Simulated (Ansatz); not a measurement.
Consider CsH (rocksalt (001) film, 5 layers).

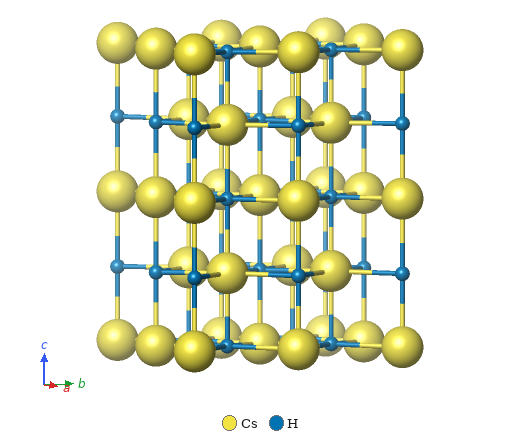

The structure (caesium yellow, hydrogen blue). 2×2×1 cells are drawn. Some periodic images of atoms are drawn too.

The cell holds 10 atoms: 5 Cs and 5 H. Cell: a = 4.509 Å, b = 4.509 Å, c = 47.400 Å, α = 90.0°, β = 90.0°, γ = 90.0°. It derives from CsH. Vacuum lies along c.

```xyz
10
Lattice="4.5085 0.0000 0.0000 0.0000 4.5085 0.0000 0.0000 0.0000 47.4000" Properties=species:S:1:pos:R:3
Cs    0.0000    0.0000   17.6472
H     2.2543    2.2543   17.7047
Cs    2.2543    2.2543   20.6787
H     0.0000    0.0000   20.6400
Cs    0.0000    0.0000   23.7000
H     2.2543    2.2543   23.7000
Cs    2.2543    2.2543   26.7213
H     0.0000    0.0000   26.7600
Cs    0.0000    0.0000   29.7528
H     2.2543    2.2543   29.6953
```

The structure was relaxed with LDA (ions only). The runs that relaxed it are not among those shown. Spin-orbit coupling is left out unless a run names it.

Gaps computed with Ansatz 0.2.0 without a self-energy: LDA 1.96 eV and LDA+SOC 1.96 eV.

Question: Estimate the G0W0@LDA gap with 4×4×1 mesh, 1146 empty bands, screening to 65 eV, PAW set soft_1 files.

About 4.26 eV: on its mesh the run moves the gap from 1.96 eV by +2.30 eV. Bands and cutoff are finite, so the gap is not at the basis limit. The miss can reach some tenths of an eV and take either sign; the mesh is an error of its own. In a film the band edges may be surface states, so its gap need not approach the bulk's. At these cutoffs the gaps of films stand short of the band limit, often by tenths of an eV, while the trend with thickness is less touched. The mesh in the plane is coarse for a sheet; gap and any exciton binding can still move on denser ones. The many-body steps are scalar-relativistic: spin-orbit coupling is not in them.

[Paths, hosts, dates, memory and timing lines, banners, echoed tables and standing remarks are left out of the program output.]

[Logs are printed without paths, hosts, clocks, repeated set-up lines and the standing remarks that a program may print on its own settings, such as how far it seeks lower states.]

[Runs of the session that timed out or met a known fault of the program may be left out.]

[Cells called generated may have been cut or substituted from an entry of the Crystallography Open Database or the Materials Project.]

[Hosts, paths, dates, database ids (printed as entryN), source tags and the programs' standing remarks are cut or masked in the printed files.]
